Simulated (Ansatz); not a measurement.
## Electronic structure of AlClFH₂ (doublet) in real space

Input file:

```
crystal:
  periodic: [false, false, false]
  atoms:
    - { symbol: Al, position_ang: [0.0, 0.0, -0.34311] }
    - { symbol: Cl, position_ang: [3.0e-06, 2.0e-06, 3.07423] }
    - { symbol: H, position_ang: [1.415866, 0.0, -1.107302] }
    - { symbol: H, position_ang: [-1.415866, 0.0, -1.107303] }
    - { symbol: F, position_ang: [-2.0e-06, -1.0e-06, 4.683484] }
magnetization:
  spin_polarized: true
  initial_magnetization: 1
basis:
  gaussian: { orbitals: "6-31G*" }
hamiltonian:
  xc: pbe
  dispersion: d4
relax:
  f_tol: 0.03
  max_steps: 50
output:
  orbitals: {}
```

Command:

```sh
ansatz run input.yaml --threads 1 --pin off --max-ram 2048MiB --backend cpu --events-out ev --progress --plain --runs-dir out
```

The fields are those of the run's last geometry, not of the input's.

All numbers below come from UKS PBE-D4/6-31G* in Ansatz.

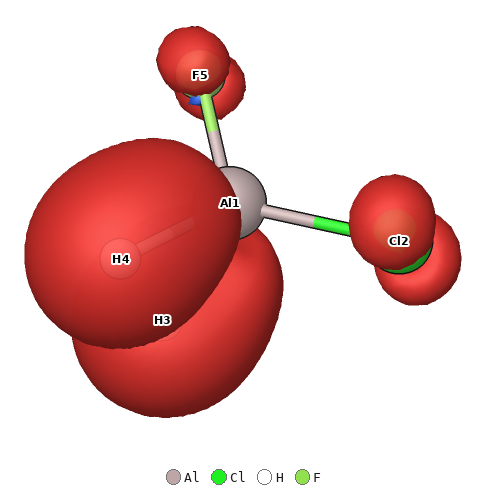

Figure 1. Isosurfaces of the spin density at +0.015 (red) and −0.015 e/Å³ (blue), seen at a tilt.

Question: Where is the unpaired spin?

Answer: The unpaired spin (1 electron) lies mostly on H3 (about 0.3), H4 (about 0.3) and Al1 (about 0.2), in electrons by Hirshfeld's partition.

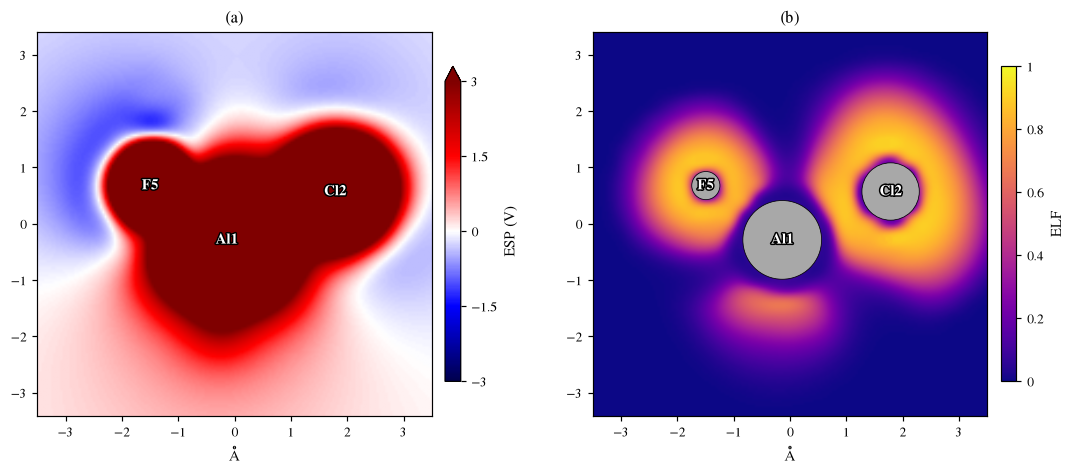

Figure 2. (a) electrostatic potential; (b) electron localisation function on the plane of atoms Cl2, Al1 and F5. Grey discs cover the atomic cores in the ELF map.

Question: Describe what can be read from this map.

Answer:
- The plane passes through Al, Cl and F nuclei.
- Al–F (1.66 Å): the ELF peaks at about 0.85 in the valence shell of F, 0.5 Å from its nucleus, and is about 0.25 at the midpoint.
- Al–Cl (2.11 Å): the ELF peaks at about 0.90 in the valence shell of Cl, 0.9 Å from its nucleus, and is about 0.80 at the midpoint.
- The ELF also peaks beside Cl2 and F5, away from the bonds: non-bonding electrons, paired or unpaired.
- Outside the dense part of the molecule the potential is most negative (−1.2 V) near F5.

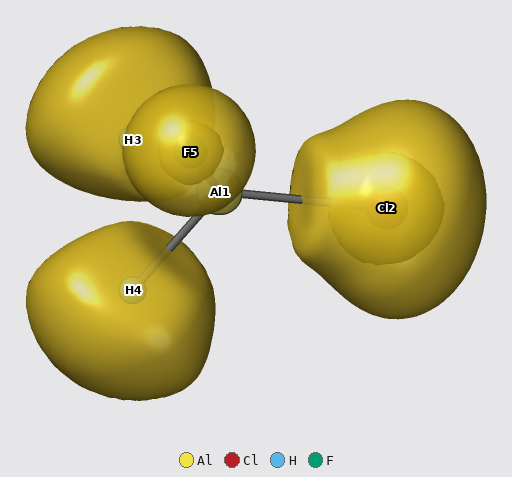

Figure 3. Isosurface of the ELF at 0.75 (yellow), seen from one side. Only the valence region is drawn (cores and ρ < 0.01 e/Å³ removed).

Question: Where are the electrons localised?

Answer: At this value the surface marks out two regions around hydrogen nuclei, one region on Cl in which the atom's valence shell and bonds are merged and one region wrapped around F (its valence shell).

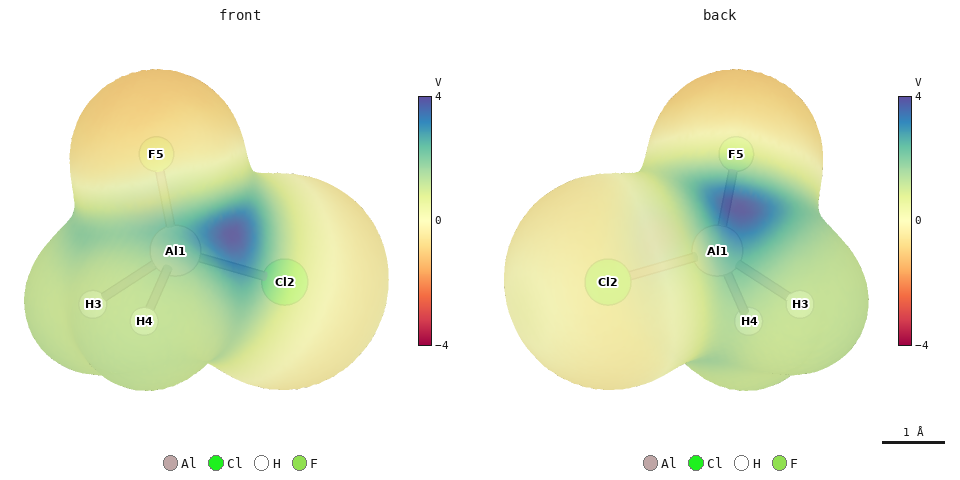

Figure 4. The molecular electrostatic potential painted on the density surface at 0.004 e/bohr³, seen from the front and from behind; the colour scale runs from red (negative) to blue (positive).

Question: Which sites attract a positive test charge, and which a negative one?

Answer: A positive charge is drawn to the negative regions and a negative charge to the positive ones. The most negative region (about −1.0 V) lies over F5, the most positive (about +3.8 V) over Al1.
